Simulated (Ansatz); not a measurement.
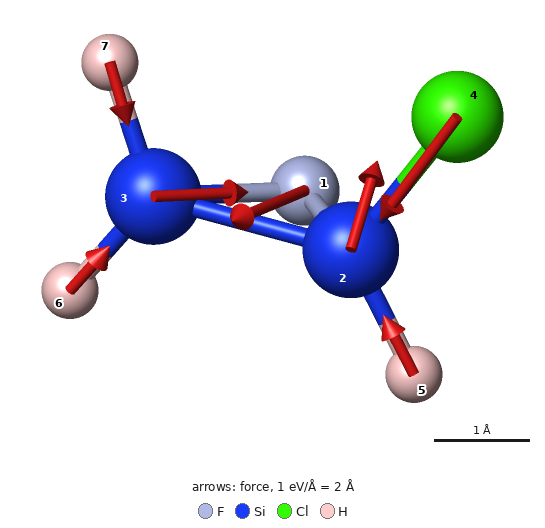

Starting geometry of Si₂H₃ClF (charge +1) with the computed forces as red arrows. A ball-and-stick model, seen at a tilt.

It is one of the separated reactants of a reaction.

Level of theory: RKS PBE0-D4/def2-TZVP (Ansatz 0.2.0).

Input
```yaml
crystal:
  periodic: [false, false, false]
  atoms:
    - {symbol: F, position_ang: [0.227772, -0.013097, -1.231875]}
    - {symbol: Si, position_ang: [-1.100894, 0.220682, 0.088447]}
    - {symbol: Si, position_ang: [1.145508, -0.031640, 0.387101]}
    - {symbol: Cl, position_ang: [-2.278555, -1.407401, 0.119372]}
    - {symbol: H, position_ang: [-1.769369, 1.503676, -0.267661]}
    - {symbol: H, position_ang: [2.074476, 1.134621, 0.365986]}
    - {symbol: H, position_ang: [1.701073, -1.406839, 0.538639]}
basis:
  gaussian: {orbitals: def2-TZVP}
total_charge: 1
hamiltonian: {xc: pbe0, dispersion: d4}
relax: {f_tol: 0.005, max_steps: 200}
```

Launched with:
```bash
ansatz run in.yaml --threads 2 --pin off --events-out ev --progress --plain --max-ram 4352MiB
```

> What follows when this structure is relaxed?

It isn't relaxed: the largest force vector, on F1, is 0.84 eV/Å. The final displacements follow the starting forces only in part (cosine between the two patterns 0.67). The largest move after the best rigid fit is that of H5, 0.055 Å. Largest moves by element: H 0.055 Å, F 0.048 Å, Cl 0.042 Å, Si 0.024 Å. Near-neighbour distances that change, for instance: F1–Si3 1.861 → 1.803 Å, Si2–Cl4 2.010 → 1.976 Å, F1–Si2 1.888 → 1.854 Å, Si2–Si3 2.280 → 2.247 Å. After 7 geometry steps the energy has fallen by 1.32 kcal/mol. Largest force component: 0.84 eV/Å at the start, 0.0027 eV/Å at the end. The run took 32 s on 2 threads of Arm Neoverse V1, on a shared host.
